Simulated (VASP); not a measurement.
# Ta3Ti2: structure and properties in VASP, part 4 of 6

What structure does Ta3Ti2 take at this level, and what are its properties? The cell is invented: other elements were put on sites of a known structure type. It may not be a known or stable phase.

VASP 6.6.1; PBE with D3; plane waves and PAW (Ti_sv, Ta_pv); invented cell.

Still holding for the runs below: This run has no spin polarisation. Its electron count is odd, so without a moment it is a metal by construction.

So far. Step 4 (Second relaxation): It ends with a largest force of 0.009 eV/Å and a pressure of 0.01 GPa. The volume moved by only 0.08 %, so the volume is settled. Step 5 (Density, ELF and potential (PBE + D3)): In this run the pressure is -0.02 GPa, small enough to go on.

## 6. Bands along the symmetry lines (PBE + D3)

Levels along the symmetry lines show where the bands peak and cross; KPOINTS_OPT computes them in the converged potential.

The input, INCAR:

```
SYSTEM = Ta3Ti2
PREC = Accurate
ENCUT = 400
EDIFF = 1E-06
NELM = 100
ISMEAR = 1
SIGMA = 0.2
LREAL = .FALSE.
ALGO = Normal
GGA = PE
IVDW = 11
NBANDS = 44
LORBIT = 11
LWAVE = .FALSE.
LCHARG = .FALSE.
KPAR = 2
```

The input, POSCAR:

```
Ta3Ti2
1.0
    2.7738667468      0.0000000000      0.0000000000
    0.0000000000      2.7738667468      0.0000000000
    0.0000000000      0.0000000000     11.6250632238
Ti Ta
2 3
Direct
    0.5000000000      0.0000000000      0.2113793862
    0.0000000000      0.5000000000      0.7886206138
    0.0000000000      0.5000000000      0.3964251217
    0.5000000000      0.0000000000      0.6035748783
    0.5000000000      0.5000000000      0.0000000000
```

The input, KPOINTS:

```
Automatic mesh
0
Gamma
10 10 3
0 0 0
```

The input, KPOINTS_OPT:

```
Line mode
16
Line-mode
Reciprocal
  0.00000000   0.00000000   0.00000000 GAMMA
  0.00000000   0.50000000   0.00000000 X

  0.00000000   0.50000000   0.00000000 X
  0.50000000   0.50000000   0.00000000 M

  0.50000000   0.50000000   0.00000000 M
  0.00000000   0.00000000   0.00000000 GAMMA

  0.00000000   0.00000000   0.00000000 GAMMA
  0.00000000   0.00000000   0.50000000 Z

  0.00000000   0.00000000   0.50000000 Z
  0.00000000   0.50000000   0.50000000 R

  0.00000000   0.50000000   0.50000000 R
  0.50000000   0.50000000   0.50000000 A

  0.50000000   0.50000000   0.50000000 A
  0.00000000   0.00000000   0.50000000 Z

  0.00000000   0.50000000   0.00000000 X
  0.00000000   0.50000000   0.50000000 R

  0.50000000   0.50000000   0.00000000 M
  0.50000000   0.50000000   0.50000000 A
```

PAW data sets: Ti_sv and Ta_pv (PBE family, release 64).

Started as:

```bash
> mpirun -np 2 vasp_std
```

The program printed:

```text
[... set-up lines as in an earlier step ...]
 entering main loop
       N       E                     dE             d eps       ncg     rms          rms(c)
DAV:   1     0.630966567426E+03    0.63097E+03   -0.24934E+04  3696   0.124E+03
DAV:   2     0.295372762051E+01   -0.62801E+03   -0.60464E+03  3856   0.421E+02
DAV:   3    -0.483243871403E+02   -0.51278E+02   -0.48891E+02  5176   0.110E+02
DAV:   4    -0.533725759541E+02   -0.50482E+01   -0.49696E+01  5040   0.278E+01
DAV:   5    -0.535727137974E+02   -0.20014E+00   -0.20000E+00  5120   0.521E+00    0.263E+01
DAV:   6    -0.548540773660E+02   -0.12814E+01   -0.42920E+01  5364   0.314E+01    0.185E+01
DAV:   7    -0.520642442191E+02    0.27898E+01   -0.47564E+01  5272   0.323E+01    0.127E+01
DAV:   8    -0.503434769443E+02    0.17208E+01   -0.10311E+01  4804   0.106E+01    0.561E+00
DAV:   9    -0.496668997923E+02    0.67658E+00   -0.31988E+00  5352   0.715E+00    0.177E+00
DAV:  10    -0.496451800980E+02    0.21720E-01   -0.43118E-01  5044   0.248E+00    0.118E+00
DAV:  11    -0.496432472862E+02    0.19328E-02   -0.59455E-02  4760   0.125E+00    0.424E-01
DAV:  12    -0.496419063363E+02    0.13409E-02   -0.48468E-03  5152   0.416E-01    0.144E-01
DAV:  13    -0.496419895101E+02   -0.83174E-04   -0.10667E-03  4624   0.180E-01    0.787E-02
DAV:  14    -0.496418439000E+02    0.14561E-03   -0.56118E-04  5304   0.130E-01    0.246E-02
DAV:  15    -0.496418440906E+02   -0.19062E-06   -0.30485E-05  4536   0.295E-02    0.837E-03
DAV:  16    -0.496418442756E+02   -0.18498E-06   -0.25861E-06  3392   0.111E-02
   1 F= -.52149861E+02 E0= -.52154881E+02  d E =0.150595E-01
 Start KPOINTS_OPT (optional k-point list driver)
k-point batch [1-42\144]
       N       E                     dE             ncg
DAV:   1    -0.965375832089E+04   -0.76764E+05     3704
DAV:   2    -0.356506078211E+05   -0.25997E+05     3812
DAV:   3    -0.378216610087E+05   -0.21711E+04     5232
DAV:   4    -0.380291609105E+05   -0.20750E+03     4924
DAV:   5    -0.380399446620E+05   -0.10784E+02     5140
DAV:   6    -0.380400766364E+05   -0.13197E+00     4972
DAV:   7    -0.380400793628E+05   -0.27265E-02     5232
DAV:   8    -0.380400793968E+05   -0.33949E-04     4500
DAV:   9    -0.380400793976E+05   -0.81160E-06     3012
[...]
k-point batch [127-144\144]
       N       E                     dE             ncg
DAV:   1     0.275899516354E+05   -0.47567E+05     1592
DAV:   2     0.166540225824E+05   -0.10936E+05     1588
DAV:   3     0.157547307957E+05   -0.89929E+03     2280
DAV:   4     0.156733035112E+05   -0.81427E+02     2112
DAV:   5     0.156675716405E+05   -0.57319E+01     2232
DAV:   6     0.156674941975E+05   -0.77443E-01     2072
DAV:   7     0.156674918560E+05   -0.23414E-02     2268
DAV:   8     0.156674918339E+05   -0.22098E-04     1776
DAV:   9     0.156674918334E+05   -0.52268E-06     1300
```

Elapsed: 68 s, on 2 MPI ranks of Intel Xeon 6975P-C (Granite Rapids), shared host; peak memory 0.56 GiB; 2.2 min of CPU time.

From OUTCAR (step 6):

```text
   k-points           NKPTS =     42   k-points in BZ     NKDIM =     42   number of bands    NBANDS=     44

   NELECT =      57.0000    total number of electrons

 E-fermi :   6.5659

 k-point     1 :       0.0000    0.0000    0.0000
  band No.  band energies     occupation
    ...
     24       4.3968      2.00000
     25       4.5693      2.00000
     26       5.4865      2.00000
     27       6.2082      2.02976
     28       6.4462      1.83860
     29       6.9002     -0.03963
     30       7.2465     -0.00002
     31       7.7758     -0.00000
     32       8.0987     -0.00000
     33       8.0987     -0.00000
    ...

 Edisp (eV)   -2.50802

  Total      -0.00264    -0.00264    -0.03460     0.00000     0.00000     0.00000
  in kB      -0.04726    -0.04726    -0.61982     0.00000     0.00000     0.00000
  external pressure =       -0.24 kB  Pullay stress =        0.00 kB

 POSITION                                       TOTAL-FORCE (eV/Angst)
 -----------------------------------------------------------------------------------
      1.38693      0.00000      2.45730         0.000000      0.000000     -0.008352
      0.00000      1.38693      9.16776        -0.000000      0.000000      0.008352
      0.00000      1.38693      4.60847        -0.000000     -0.000000     -0.009306
      1.38693      0.00000      7.01660        -0.000000      0.000000      0.009306
      1.38693      1.38693      0.00000        -0.000000      0.000000      0.000000
 -----------------------------------------------------------------------------------
    total drift:                                0.000000      0.000000      0.000000

  FREE ENERGIE OF THE ION-ELECTRON SYSTEM (eV)
  ---------------------------------------------------
  free  energy   TOTEN  =       -52.1498607883 eV

  energy  without entropy=      -52.1649202444  energy(sigma->0) =      -52.15488061

[... 8 parts as in an earlier step ...]

[... 8 further parts left out ...]
```

Spin-orbit coupling is off here; with elements this heavy it splits and shifts levels by tenths of an eV or more.

This step gave:

| Quantity | Value |
| --- | --- |
| bands | 44 |
| pressure | -0.02381 GPa |

Electronic bands along the path, in eV, zero at the Fermi level; # counts the bands kept, so #1 is VASP's band 18:

```csv
point,#8,#9,#10,#11,#12,#13,#14,#15
Γ,-2.00,-1.08,-0.36,-0.12,0.33,0.68,1.21,1.53
X,-0.92,-0.62,-0.46,0.00,0.18,0.44,0.82,1.51
M,-1.13,-1.10,-0.68,-0.41,-0.41,1.24,2.45,2.45
Γ,-2.00,-1.08,-0.36,-0.12,0.33,0.68,1.21,1.53
Z,-2.03,-0.91,-0.57,-0.29,0.23,1.04,1.05,1.38
R,-0.69,-0.68,-0.26,-0.20,-0.08,0.50,0.53,1.44
A,-1.66,-0.85,-0.61,-0.61,0.64,0.72,0.73,3.10
Z,-2.03,-0.91,-0.57,-0.29,0.23,1.04,1.05,1.38
jump to X,-0.92,-0.62,-0.46,0.00,0.18,0.44,0.82,1.51
R,-0.69,-0.68,-0.26,-0.20,-0.08,0.50,0.53,1.44
jump to M,-1.13,-1.10,-0.68,-0.41,-0.41,1.24,2.45,2.45
A,-1.66,-0.85,-0.61,-0.61,0.64,0.72,0.73,3.10
```

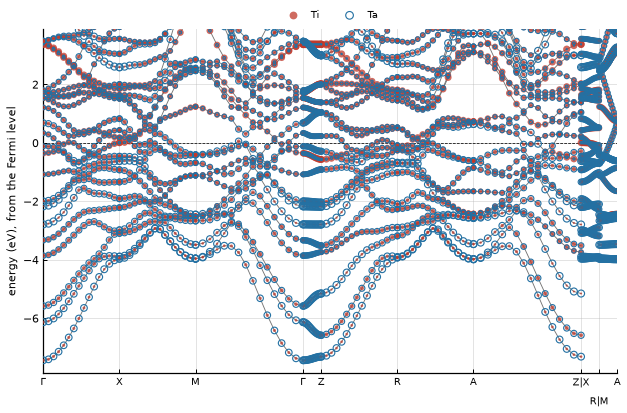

Electronic bands along the path; dots are coloured as in the legend, and their area grows with the weight.

There is no gap at this level.

## 7. Density of states (PBE + D3)

A density of states needs more k-points than a total energy; ISMEAR = -5 takes tetrahedra, and LORBIT projects the states on the PAW spheres. The mesh is finer than in the run before.

Edit INCAR of step 6 so:

```diff
@@ -5,3 +5,3 @@
 NELM = 100
-ISMEAR = 1
+ISMEAR = -5
 SIGMA = 0.2
@@ -16 +16,2 @@
 KPAR = 2
+NEDOS = 2001
```

POSCAR is that of step 6.

The input, KPOINTS:

```
Automatic mesh
0
Gamma
14 14 4
0 0 0
```

Started as:

```bash
> mpirun -np 2 vasp_std
```

The program printed:

```text
[... set-up lines as in an earlier step ...]
 entering main loop
       N       E                     dE             d eps       ncg     rms          rms(c)
DAV:   1     0.630129732405E+03    0.63013E+03   -0.25097E+04  9520   0.124E+03
DAV:   2     0.255667430340E+01   -0.62757E+03   -0.60487E+03  9824   0.420E+02
DAV:   3    -0.484038118953E+02   -0.50960E+02   -0.48691E+02 13412   0.109E+02
DAV:   4    -0.533786842498E+02   -0.49749E+01   -0.48960E+01 12924   0.275E+01
DAV:   5    -0.535804759472E+02   -0.20179E+00   -0.20168E+00 13292   0.521E+00    0.263E+01
DAV:   6    -0.548857237389E+02   -0.13052E+01   -0.43068E+01 13664   0.315E+01    0.186E+01
DAV:   7    -0.520613927548E+02    0.28243E+01   -0.49032E+01 13516   0.322E+01    0.127E+01
DAV:   8    -0.503467095802E+02    0.17147E+01   -0.10081E+01 12416   0.105E+01    0.568E+00
DAV:   9    -0.496827615215E+02    0.66395E+00   -0.35664E+00 13960   0.717E+00    0.183E+00
DAV:  10    -0.496540206249E+02    0.28741E-01   -0.45820E-01 12996   0.246E+00    0.118E+00
DAV:  11    -0.496528960033E+02    0.11246E-02   -0.59481E-02 12076   0.124E+00    0.443E-01
DAV:  12    -0.496516469921E+02    0.12490E-02   -0.42727E-03 13228   0.400E-01    0.168E-01
DAV:  13    -0.496515965971E+02    0.50395E-04   -0.11779E-03 12064   0.183E-01    0.801E-02
DAV:  14    -0.496514800374E+02    0.11656E-03   -0.62848E-04 13700   0.131E-01    0.219E-02
DAV:  15    -0.496514705993E+02    0.94381E-05   -0.29444E-05 11612   0.308E-02    0.715E-03
DAV:  16    -0.496514768480E+02   -0.62487E-05   -0.25249E-06  8160   0.111E-02    0.431E-03
DAV:  17    -0.496514752046E+02    0.16434E-05   -0.83786E-07  5828   0.617E-03    0.220E-03
DAV:  18    -0.496514752782E+02   -0.73580E-07   -0.35199E-07  5792   0.435E-03
   1 F= -.52159492E+02 E0= -.52159492E+02  d E =0.000000E+00
 -----------------------------------------------------------------------------
|                                                                             |
|           W    W    AA    RRRRR   N    N  II  N    N   GGGG   !!!           |
|           W    W   A  A   R    R  NN   N  II  NN   N  G    G  !!!           |
|           W    W  A    A  R    R  N N  N  II  N N  N  G       !!!           |
|           W WW W  AAAAAA  RRRRR   N  N N  II  N  N N  G  GGG   !            |
|           WW  WW  A    A  R   R   N   NN  II  N   NN  G    G                |
|           W    W  A    A  R    R  N    N  II  N    N   GGGG   !!!           |
|                                                                             |
|     Tetrahedron method does not include variations of the Fermi             |
|     occupations, so forces and stress will be inaccurate. We suggest        |
|     using a different smearing scheme ISMEAR = 1 or 2 for metals in         |
|     relaxations.                                                            |
|                                                                             |
 -----------------------------------------------------------------------------
```

The job ended after 72 s (2 MPI ranks; peak memory 0.68 GiB; 2.4 min of CPU time).

From OUTCAR (step 7):

```text
   k-points           NKPTS =    108   k-points in BZ     NKDIM =    108   number of bands    NBANDS=     44

   NELECT =      57.0000    total number of electrons

 E-fermi :   6.5508

 k-point     1 :       0.0000    0.0000    0.0000
  band No.  band energies     occupation
    ...
     24       4.3837      2.00000
     25       4.5711      2.00000
     26       5.4913      2.00000
     27       6.2137      2.00000
     28       6.4482      2.00000
     29       6.9010      0.00000
     30       7.2469      0.00000
     31       7.7793      0.00000
     32       8.1001      0.00000
     33       8.1001      0.00000
    ...

 Edisp (eV)   -2.50802

  Total      -0.25609    -0.25609     0.22058     0.00000     0.00000     0.00000
  in kB      -4.58712    -4.58712     3.95106     0.00000     0.00000     0.00000
  external pressure =       -1.74 kB  Pullay stress =        0.00 kB

 POSITION                                       TOTAL-FORCE (eV/Angst)
 -----------------------------------------------------------------------------------
      1.38693      0.00000      2.45730         0.000000     -0.000000      0.000941
      0.00000      1.38693      9.16776         0.000000      0.000000     -0.000941
      0.00000      1.38693      4.60847        -0.000000      0.000000     -0.039044
      1.38693      0.00000      7.01660        -0.000000      0.000000      0.039044
      1.38693      1.38693      0.00000        -0.000000      0.000000     -0.000000
 -----------------------------------------------------------------------------------
    total drift:                                0.000000      0.000000     -0.000000

  FREE ENERGIE OF THE ION-ELECTRON SYSTEM (eV)
  ---------------------------------------------------
  free  energy   TOTEN  =       -52.1594917908 eV

  energy  without entropy=      -52.1594917908  energy(sigma->0) =      -52.15949179

[... 6 parts as in an earlier step ...]

[... 10 further parts left out ...]
```

With tetrahedra the forces and stress of a metal are not exact derivatives of the energy.

This step gave:

```yaml
scf_cycles: 18
irreducible_k_points: 108
free_energy_toten: -52.1595 eV
fermi_energy: 6.551 eV
pressure: -0.1741 GPa
dos_at_the_fermi_level: 4.518 states/eV/cell
```

The density of states has structure finer than the step of the table below, so its rows give means over 1 eV, whole bins alone (the curve runs from -12.0 to 1.79 eV). Peaks (eV: height): total -2.5: 9.09, -1.2: 9.36, -0.4: 11.7, -0.2: 10.2, 0.5: 9.18, 1.5: 9.61, 1.7: 8.86; Ta d -2.5: 3.49, -1.2: 3.55, -0.9: 2.99, -0.6: 3.24, -0.4: 4.14, -0.2: 3.25, 1.5: 2.98; Ti d -1.2: 2.13, -0.9: 2.01, -0.4: 2.87, -0.2: 2.82, 0.5: 3.58, 1.5: 4.42, 1.7: 4.58.

States under -12.0 eV and over 1.8 eV are left out. Density of states against energy, zero at the Fermi level; means over each step; values in states/eV/cell:

```csv
energy (eV),total,Ta d,Ti d
-8,0,0,0
-7,0.183,8.2e-4,4.8e-4
-6,0.464,0.00830,0.00273
-5,0.864,0.0573,0.0128
-4,2.13,0.464,0.0984
-3,4.08,1.24,0.384
-2,5.36,1.99,0.930
-1,6.03,2.19,1.39
0,6.57,2.05,2.01
1,4.98,1.34,2.18
```

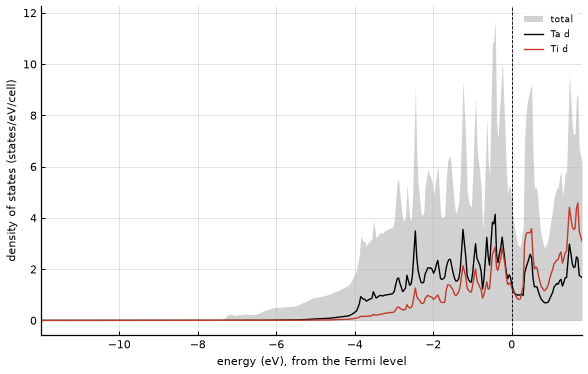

Density of states against energy.

The finer mesh and the other smearing move the Fermi level by -0.02 eV from the 10×10×3 run, a small shift, which tests the Fermi level alone. Of the states within 0.3 eV of the Fermi level, the largest shares in the PAW spheres are Ta d 32 % and Ti d 29 %. The rest lies in smaller channels or between the spheres.

## 8. Volume scan with PBE + D3

An equation of state needs energies on both sides of the minimum, all on one mesh and cutoff.

The input, INCAR:

```
SYSTEM = Ta3Ti2
PREC = Accurate
ENCUT = 400
EDIFF = 1E-06
NELM = 100
ISMEAR = 1
SIGMA = 0.2
LREAL = .FALSE.
ALGO = Normal
GGA = PE
IVDW = 11
NBANDS = 35
LORBIT = 11
LWAVE = .FALSE.
LCHARG = .FALSE.
KPAR = 2
ISIF = 2
```

Edit POSCAR of step 7 so:

```diff
@@ -2,5 +2,5 @@
 1.0
-    2.7738667468      0.0000000000      0.0000000000
-    0.0000000000      2.7738667468      0.0000000000
-    0.0000000000      0.0000000000     11.6250632238
+    2.7172413326      0.0000000000      0.0000000000
+    0.0000000000      2.7172413326      0.0000000000
+    0.0000000000      0.0000000000     11.3877504470
 Ti Ta
```

The input, KPOINTS:

```
Automatic mesh
0
Gamma
10 10 3
0 0 0
```

Started as:

```bash
> mpirun -np 2 vasp_std
```

The program printed:

```text
[... set-up lines as in an earlier step ...]
 entering main loop
       N       E                     dE             d eps       ncg     rms          rms(c)
DAV:   1     0.629941098940E+03    0.62994E+03   -0.26613E+04  2940   0.158E+03
DAV:   2     0.998441306868E+01   -0.61996E+03   -0.60972E+03  2990   0.513E+02
DAV:   3    -0.477489207243E+02   -0.57733E+02   -0.56062E+02  4717   0.130E+02
DAV:   4    -0.526224190039E+02   -0.48735E+01   -0.48259E+01  3997   0.318E+01
DAV:   5    -0.528549585618E+02   -0.23254E+00   -0.23221E+00  4399   0.638E+00    0.287E+01
DAV:   6    -0.537052181534E+02   -0.85026E+00   -0.60157E+01  4427   0.400E+01    0.182E+01
DAV:   7    -0.516237720514E+02    0.20814E+01   -0.83205E+01  4228   0.438E+01    0.136E+01
DAV:   8    -0.500303579785E+02    0.15934E+01   -0.14108E+01  3904   0.144E+01    0.576E+00
DAV:   9    -0.492831859191E+02    0.74717E+00   -0.52384E+00  4401   0.982E+00    0.177E+00
DAV:  10    -0.492658453625E+02    0.17341E-01   -0.75756E-01  4341   0.382E+00    0.139E+00
DAV:  11    -0.492675122114E+02   -0.16668E-02   -0.60733E-02  3987   0.168E+00    0.588E-01
DAV:  12    -0.492638009210E+02    0.37113E-02   -0.30472E-02  4373   0.101E+00    0.115E-01
DAV:  13    -0.492639205548E+02   -0.11963E-03   -0.34305E-03  4071   0.408E-01    0.799E-02
DAV:  14    -0.492637698010E+02    0.15075E-03   -0.84027E-04  4226   0.192E-01    0.241E-02
DAV:  15    -0.492637715002E+02   -0.16992E-05   -0.70611E-05  4026   0.562E-02    0.857E-03
DAV:  16    -0.492637710649E+02    0.43530E-06   -0.70647E-06  3612   0.208E-02
   1 F= -.51958013E+02 E0= -.51962230E+02  d E =0.126503E-01
```

Elapsed: 22 s, on 2 MPI ranks; peak memory 0.42 GiB; 42 s of CPU time.

Parts of OUTCAR (step 8):

```text
   ENCUT  =  400.0 eV  29.40 Ry    5.42 a.u.   4.43  4.43 18.57*2*pi/ulx,y,z

   NELECT =      57.0000    total number of electrons

 E-fermi :   7.1548

 k-point     1 :       0.0000    0.0000    0.0000
  band No.  band energies     occupation
    ...
     24       4.7776      2.00000
     25       4.9466      2.00000
     26       5.9505      2.00000
     27       6.7248      2.00956
     28       6.9936      1.98327
     29       7.5997     -0.00725
     30       7.9497     -0.00000
     31       8.4216     -0.00000
     32       8.7477     -0.00000
     33       8.7480     -0.00000
    ...

 Edisp (eV)   -2.69424

  Total       5.69434     5.69434     5.91514     0.00000     0.00000    -0.00000
  in kB     108.50749   108.50749   112.71487     0.00000     0.00000    -0.00000
  external pressure =      109.91 kB  Pullay stress =        0.00 kB

 POSITION                                       TOTAL-FORCE (eV/Angst)
 -----------------------------------------------------------------------------------
      1.35862      0.00000      2.40714         0.000000      0.000000     -0.186630
      0.00000      1.35862      8.98061         0.000000      0.000000      0.186630
      0.00000      1.35862      4.51439        -0.000000      0.000000      0.004792
      1.35862      0.00000      6.87336         0.000000      0.000000     -0.004792
      1.35862      1.35862      0.00000         0.000000      0.000000      0.000000
 -----------------------------------------------------------------------------------
    total drift:                                0.000000      0.000000     -0.000000

  FREE ENERGIE OF THE ION-ELECTRON SYSTEM (eV)
  ---------------------------------------------------
  free  energy   TOTEN  =       -51.9580132354 eV

  energy  without entropy=      -51.9706634986  energy(sigma->0) =      -51.96222999

[... 4 parts as in an earlier step ...]

[... 12 further parts left out ...]
```

The scan keeps the cell's shape and the fractional positions fixed.

Numbers from this step:

| Item | Value |
| --- | --- |
| SCF cycles | 16 |
| bands | 35 |
| irreducible k-points | 42 |
| free energy (TOTEN) | -51.9580 eV |
| energy at zero smearing | -51.9622 eV |
| Fermi energy | 7.155 eV |
| pressure | 10.99 GPa |

Force by atom:

| atom | x (eV/Å) | y (eV/Å) | z (eV/Å) | size |
| --- | --- | --- | --- | --- |
| Ti1 | 0.000 | 0.000 | -0.187 | 0.187 |
| Ti2 | 0.000 | 0.000 | 0.187 | 0.187 |
| Ta3 | 0.000 | 0.000 | 0.005 | 0.005 |
| Ta4 | 0.000 | 0.000 | -0.005 | 0.005 |
| Ta5 | 0.000 | 0.000 | 0.000 | 0.000 |

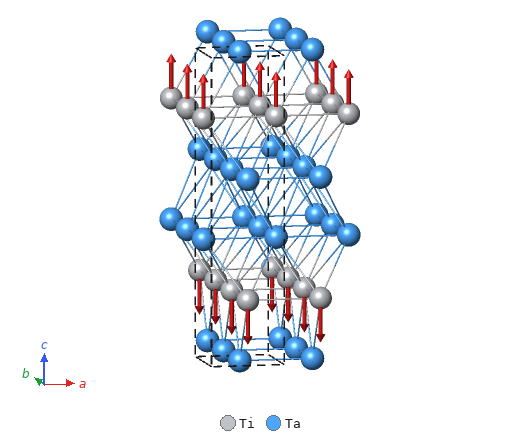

Force as arrows, the longest 0.187 eV/Å. 2×3×1 cells are drawn. Some periodic images of atoms are drawn too.

The pressure here is 10.99 GPa.

[end of part 4 of 6]

[Lines on the potential files, build, host, timing and source positions are cut from VASP's logs without a mark.]

[Logs are printed without paths, hosts, clocks, repeated set-up lines and the standing remarks that a program may print on its own settings, such as how far it seeks lower states.]

[Hosts, paths, dates, database ids (printed as entryN), source tags and the programs' standing remarks are cut or masked in the printed files.]

[A measured line is paired with the nearest computed mode of its activity, which favours agreement.]
